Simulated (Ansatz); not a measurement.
**Field-gradient calculation, with input and output: GdMg26O27 (charge +1) (part 1 of 4)**

GdMg26O27 (defect cell, 54 atoms in the cell, total charge +1), computed with DFT, PBE, plane-wave PAW, default files, scalar-relativistic, spin-polarised (Ansatz 0.2.0).

The structure derives from an entry of the Crystallography Open Database. It belongs to a series of runs on one base structure; here: Gd on a Mg site, charge +1, host positions.

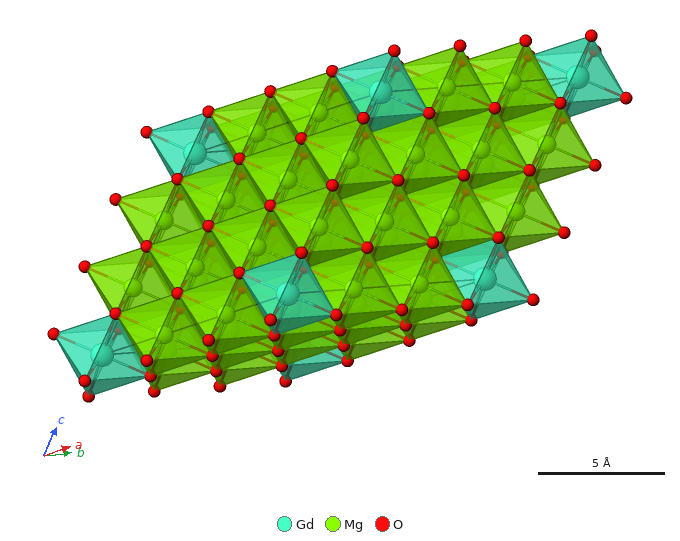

**Figure 1.** The structure (polyhedral view of the cell of the calculation, seen at an oblique angle; polyhedra are completed across the faces of the cell).

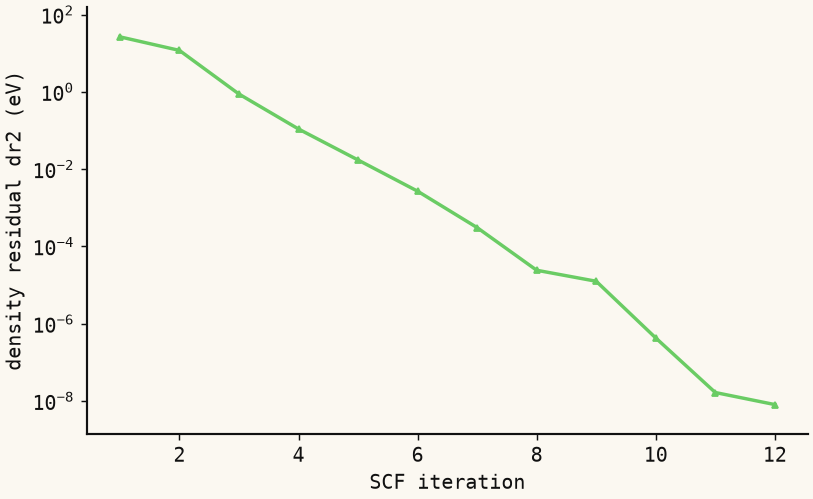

**Figure 2.** Convergence of the self-consistent field: density residual dr2 against the SCF iteration. The residual falls at every step.

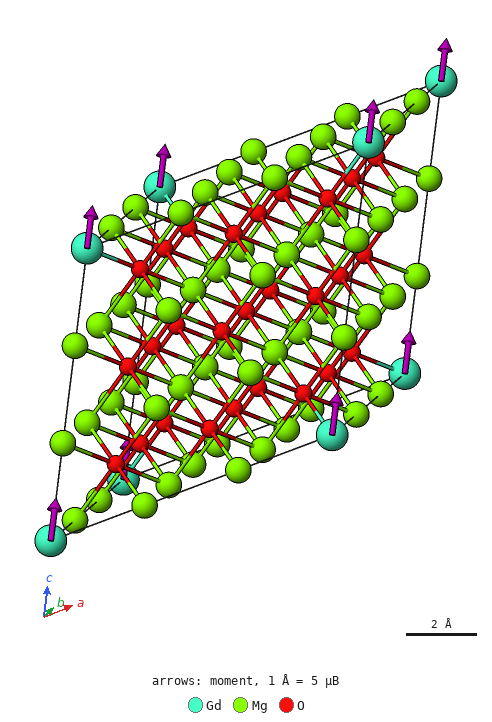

**Figure 3.** Magnetic moments of the sites as pink arrows (ball-and-stick view of the cell of the calculation, seen slightly off an axis); small moments hardly show. The run is collinear, so the axis drawn is arbitrary. Site moments: Gd1 (6.64 μB). They are counted near the atoms and needn't add up to the moment of the cell. Atoms are counted from 1 in the order of the input.

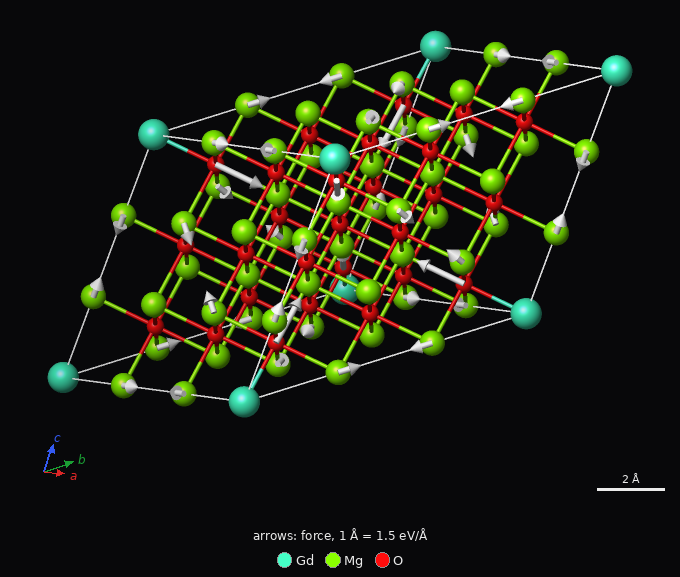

**Figure 4.** Forces on the atoms as white arrows (ball-and-stick view of the cell of the calculation, seen at an oblique angle); the smallest are left out. The largest act on O30, O34, O36, O46, O48, O52 (2.45 eV/Å); Mg2, Mg3, Mg4, Mg6, Mg7, Mg8 and 6 more (1.12 eV/Å). Atoms are counted from 1 in the order of the input and aren't labelled in the picture. The geometry is not a stationary point of this energy.

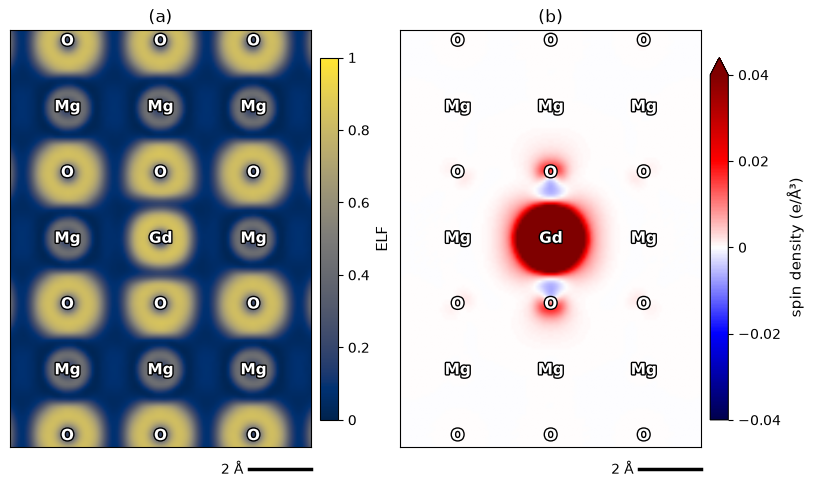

**Figure 5.** (a) electron localisation function; (b) spin density on the (11̄0) plane of the calculation cell. Atoms in the plane: Gd, Mg and O. Mg–O (2.11 Å): the ELF is about 0.35 at the midpoint, as expected for a contact without a shared pair. Gd–O (2.11 Å): the ELF peaks at about 0.80 in the valence shell of O, 0.6 Å from its nucleus, and drops to about 0.20 between the two atoms. The strong features right at Gd lie inside the PAW spheres (semicore, d or f shells) and say nothing about bonding. The spin density sits on Gd: +6.6 μB in one cell of 54 atoms: a single local moment. The cell of the calculation (54 atoms) carries 7.0 μB net. The fields are those of the smooth PAW valence density.

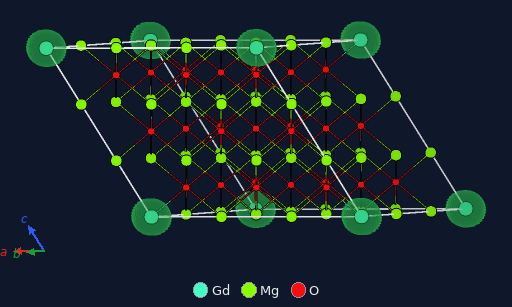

**Figure 6.** Isosurface of the spin density at +0.4 e/Å³ (green), seen at an oblique angle. Sticks mark near contacts. The outline is the calculation cell. The spin density sits on Gd: +6.6 μB in one cell of 54 atoms: a single local moment. The cell of the calculation (54 atoms) carries 7.0 μB net.

The input that produced these results follows, with the program's output.

The input
```yaml
crystal:
  lattice:
    - [0.0, 6.3255, 6.3255]
    - [6.3255, 0.0, 6.3255]
    - [6.3255, 6.3255, 0.0]
  atoms:
    - { symbol: Gd, position: [0.0, 0.0, 0.0], spin: 7.0 }
    - { symbol: Mg, position: [0.0, 0.0, 0.3333333333] }
    - { symbol: Mg, position: [0.0, 0.0, 0.6666666667] }
    - { symbol: Mg, position: [0.0, 0.3333333333, 0.0] }
    - { symbol: Mg, position: [0.0, 0.3333333333, 0.3333333333] }
    - { symbol: Mg, position: [0.0, 0.3333333333, 0.6666666667] }
    - { symbol: Mg, position: [0.0, 0.6666666667, 0.0] }
    - { symbol: Mg, position: [0.0, 0.6666666667, 0.3333333333] }
    - { symbol: Mg, position: [0.0, 0.6666666667, 0.6666666667] }
    - { symbol: Mg, position: [0.3333333333, 0.0, 0.0] }
    - { symbol: Mg, position: [0.3333333333, 0.0, 0.3333333333] }
    - { symbol: Mg, position: [0.3333333333, 0.0, 0.6666666667] }
    - { symbol: Mg, position: [0.3333333333, 0.3333333333, 0.0] }
    - { symbol: Mg, position: [0.3333333333, 0.3333333333, 0.3333333333] }
    - { symbol: Mg, position: [0.3333333333, 0.3333333333, 0.6666666667] }
    - { symbol: Mg, position: [0.3333333333, 0.6666666667, 0.0] }
    - { symbol: Mg, position: [0.3333333333, 0.6666666667, 0.3333333333] }
    - { symbol: Mg, position: [0.3333333333, 0.6666666667, 0.6666666667] }
    - { symbol: Mg, position: [0.6666666667, 0.0, 0.0] }
    - { symbol: Mg, position: [0.6666666667, 0.0, 0.3333333333] }
    - { symbol: Mg, position: [0.6666666667, 0.0, 0.6666666667] }
    - { symbol: Mg, position: [0.6666666667, 0.3333333333, 0.0] }
    - { symbol: Mg, position: [0.6666666667, 0.3333333333, 0.3333333333] }
    - { symbol: Mg, position: [0.6666666667, 0.3333333333, 0.6666666667] }
    - { symbol: Mg, position: [0.6666666667, 0.6666666667, 0.0] }
    - { symbol: Mg, position: [0.6666666667, 0.6666666667, 0.3333333333] }
    - { symbol: Mg, position: [0.6666666667, 0.6666666667, 0.6666666667] }
    - { symbol: O, position: [0.1666666667, 0.1666666667, 0.1666666667] }
    - { symbol: O, position: [0.1666666667, 0.1666666667, 0.5] }
    - { symbol: O, position: [0.1666666667, 0.1666666667, 0.8333333333] }
    - { symbol: O, position: [0.1666666667, 0.5, 0.1666666667] }
    - { symbol: O, position: [0.1666666667, 0.5, 0.5] }
    - { symbol: O, position: [0.1666666667, 0.5, 0.8333333333] }
    - { symbol: O, position: [0.1666666667, 0.8333333333, 0.1666666667] }
    - { symbol: O, position: [0.1666666667, 0.8333333333, 0.5] }
    - { symbol: O, position: [0.1666666667, 0.8333333333, 0.8333333333] }
    - { symbol: O, position: [0.5, 0.1666666667, 0.1666666667] }
    - { symbol: O, position: [0.5, 0.1666666667, 0.5] }
    - { symbol: O, position: [0.5, 0.1666666667, 0.8333333333] }
    - { symbol: O, position: [0.5, 0.5, 0.1666666667] }
    - { symbol: O, position: [0.5, 0.5, 0.5] }
    - { symbol: O, position: [0.5, 0.5, 0.8333333333] }
    - { symbol: O, position: [0.5, 0.8333333333, 0.1666666667] }
    - { symbol: O, position: [0.5, 0.8333333333, 0.5] }
    - { symbol: O, position: [0.5, 0.8333333333, 0.8333333333] }
    - { symbol: O, position: [0.8333333333, 0.1666666667, 0.1666666667] }
    - { symbol: O, position: [0.8333333333, 0.1666666667, 0.5] }
    - { symbol: O, position: [0.8333333333, 0.1666666667, 0.8333333333] }
    - { symbol: O, position: [0.8333333333, 0.5, 0.1666666667] }
    - { symbol: O, position: [0.8333333333, 0.5, 0.5] }
    - { symbol: O, position: [0.8333333333, 0.5, 0.8333333333] }
    - { symbol: O, position: [0.8333333333, 0.8333333333, 0.1666666667] }
    - { symbol: O, position: [0.8333333333, 0.8333333333, 0.5] }
    - { symbol: O, position: [0.8333333333, 0.8333333333, 0.8333333333] }
magnetization:
  spin_polarized: true
total_charge: 1
kpoints:
  mp_grid: { grid: [3, 3, 3] }
scf:
  occupations: { method: fermi_dirac, width: 0.01 }
hamiltonian:
  xc: pbe
  pseudopotentials: { kind: paw }
output:
  forces: true
  stress: true
  populations: true
  efg:
    quadrupole_moments_barn: { Gd: 1.27, Mg: 0.1994, O: -0.02558 }
    contact_densities: true
  write_density: true
  write_potential: true
  elf: true
  volumetric_format: npy
```

Command:
```bash
ansatz run input.yaml --threads 4 --pin off --max-ram 8192MiB --backend cpu --events-out ev --progress --plain --runs-dir out
```

Log
```
Gd: projections on atomic orbitals take those of the free atom [Kr 4d10] 4f7 5s2 5p6 5d1 6s2, of charge +0.00 (hamiltonian.pseudopotentials.projection_atoms); the dataset's partial waves leave at most 2.5e-4 of an orbital's norm unspanned inside its sphere
Gd: output.efg is read without spin–orbit coupling, which moves field gradients at and beside such atoms by some per cent and up to a factor of two; PAW files take it under magnetization.noncollinear and magnetization.spin_orbit
Engine: ansatz 0.2.0, x86_64-unknown-linux-gnu
Pseudopotentials: kind: paw
Pseudopotential: Gd, paw, valence charge 18, recommended cutoff 420 eV (normal), Gd.paw.azcp
Pseudopotential: Mg, paw, valence charge 10, recommended cutoff 420 eV (normal), Mg.paw.azcp
Pseudopotential: O, paw, valence charge 6, recommended cutoff 420 eV (normal), O.paw.azcp
Functional definition: PBE
  parameter kappa = 0.804
  parameter beta = 0.06672455060314922
  exchange = pbe_x(kappa = kappa, mu = beta*pi^2/3)
  correlation = pbe_c(beta = beta)
Crystal: 54 atoms, lattice volume = 506.191 Å³
Basis set: ecut = 420 eV, 9841 PW (Γ), exchange–correlation on 120×120×120 points (8 copies of the dense FFT grid, shifted against one another)
Bands: 277, of which v1, the nominal top of the filled ones, is band 220 counted from 1 (219 counted from 0)
Symmetry: 48 space group operations
Space group: Fm-3m (ITA 225), of the structure as read, at distance tolerance 8.0e-5 Å
Magnetic group: BNS 225.116 (UNI 1618), of the structure as read, at distance tolerance 8.0e-5 Å
k-points: 4 of 27
Non-local potential: Gd, projectors of the file, l = 0: 3, l = 1: 2, l = 2: 2, l = 3: 3
Non-local potential: Mg, projectors of the file, l = 0: 3, l = 1: 2, l = 2: 1
Non-local potential: O, projectors of the file, l = 0: 2, l = 1: 2, l = 2: 1
PAW form: soft (Blöchl's): semilocal exchange-correlation on the pseudo side does not see the compensation charge
PAW one-centre angular grid: Gd, 590 points (default); XC on 64 Gauss nodes
PAW one-centre angular grid: Mg, 110 points (default); XC on 64 Gauss nodes
PAW one-centre angular grid: O, 110 points (default); XC on 64 Gauss nodes
Initial density: superposition of atomic densities (chi_scale 0.1, normalization cell, long waves kept (reshape's long-wave potential 0.13 eV rms))
Starting moments: Σ|m| = 7 μB on 1 of 54 sites
Initial wavefunctions: pseudopotential atomic-orbital guess
Functional: x = pbe(κ = 0.804, μ = 0.2195149727645171), c = pbe(β = 0.06672455060314922)
```
